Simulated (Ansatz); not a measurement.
```csv
atom,x (Å),y (Å),z (Å)
C,-2.4166,1.5903,-0.1861
C,0.5451,0.8970,0.2021
N,-0.6545,1.6506,-2.5101
Si,-0.9050,0.8293,-1.0015
H,-3.2996,1.4894,-0.8213
H,-2.6284,1.1083,0.7724
H,-2.2617,2.6560,0.0109
H,-1.1542,-0.6010,-1.3346
H,0.7591,1.9270,0.5042
H,0.3279,0.3210,1.1076
H,1.4551,0.4843,-0.2432
H,-0.7179,2.6570,-2.5591
H,0.0055,1.2996,-3.1882
```

Geometry: B3LYP-D3(BJ)/6-311G**.

These are results of Ansatz, isolated molecule in a Gaussian basis; Kohn-Sham density functional theory, functional PBE0, not measurements.

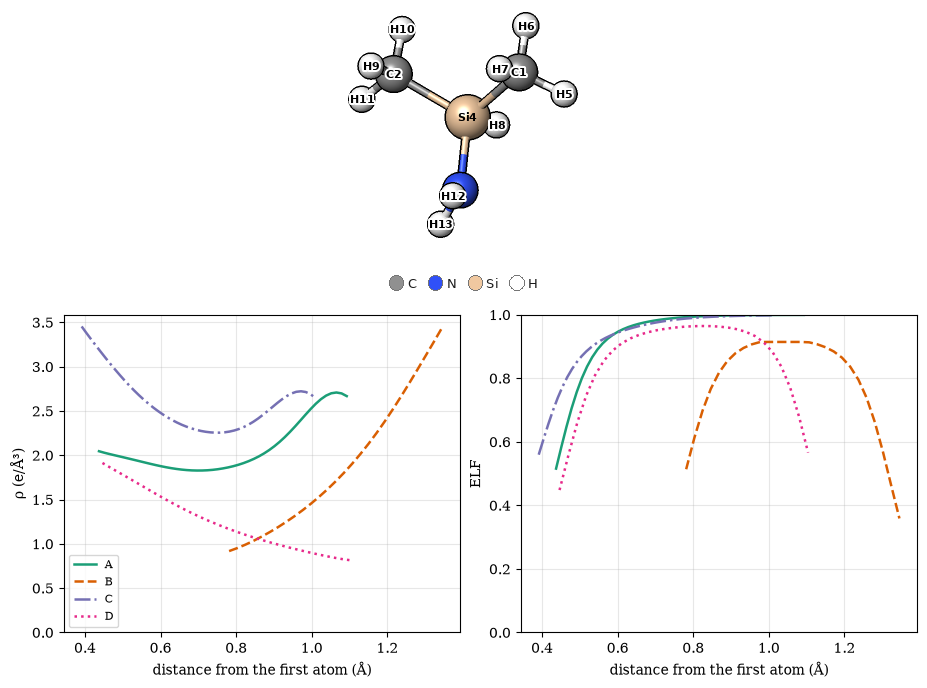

C₂H₉NSi. Electron density and electron localisation function along straight lines between neighbouring atoms. The curves leave out the atomic cores. The structure is drawn too.

Q: Which curve belongs to which contact (C–H, C–Si, N–H and Si–N)? The first atom named is at distance zero.

A: Curve A: C–H (1.09 Å): ρ is about 1.9 e/Å³ halfway; the ELF climbs to about 1 towards the hydrogen, as it does in any bond to H: an ordinary covalent bond to hydrogen. Curve B: Si–N (1.74 Å): the density is about 1.1 e/Å³ at the midpoint; the ELF peaks at about 0.90 between the atoms; a shared but strongly polarised pair. Curve C: N–H (1.01 Å): ρ is about 2.8 e/Å³ halfway; the ELF climbs to about 1 towards the hydrogen (an ordinary covalent bond to hydrogen). Curve D: C–Si (1.88 Å): ρ at the midpoint is about 0.96 e/Å³; the ELF peaks at about 0.95 between the atoms, as expected for a shared electron pair.
